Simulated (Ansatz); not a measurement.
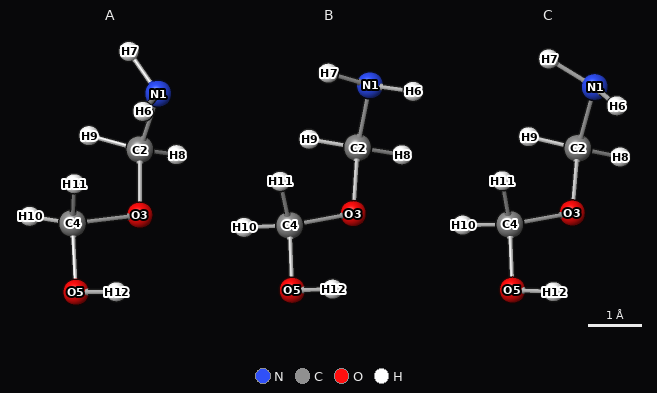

3 geometries from one relaxation of C₂H₇NO₂, in shuffled order. A ball-and-stick model, seen from a free direction.

The run prepares an end point of a later path (inversion) calculation, from a guessed geometry.

Computed with RKS revPBE/def2-SVP (Ansatz 0.2.0). Set-up: no spin polarisation; force threshold 0.015 eV/Å; at most 40 steps.

> Put them in the order of the run, from the start to the converged end.

A, C, B. They are steps 0, 7, 15, at +20.5 kcal/mol, +3.91 kcal/mol relative to the last. H6 moves most after the best rigid fit: 1.15 Å. Largest moves by element: H 1.15 Å, N 0.22 Å, O 0.12 Å, C 0.08 Å. Among the contacts that change: O3–C4 1.517 → 1.421 Å, N1–H6 1.095 → 1.028 Å, C4–H10 1.054 → 1.119 Å, C2–H8 1.051 → 1.109 Å. Among the angles between lasting bonds that change: N1–C2–O3 111.6° → 117.9°, O5–C4–H10 112.2° → 106.5°, C2–N1–H6 105.3° → 110.9°. Groups turn about N1–C2 by about 75°. The energy falls by 20.5 kcal/mol in 13 accepted moves (15 points after the start). Largest force component: 4 eV/Å at the start, 0.012 eV/Å at the end. The line search rejected the trial steps at points 3, 11 of the run.
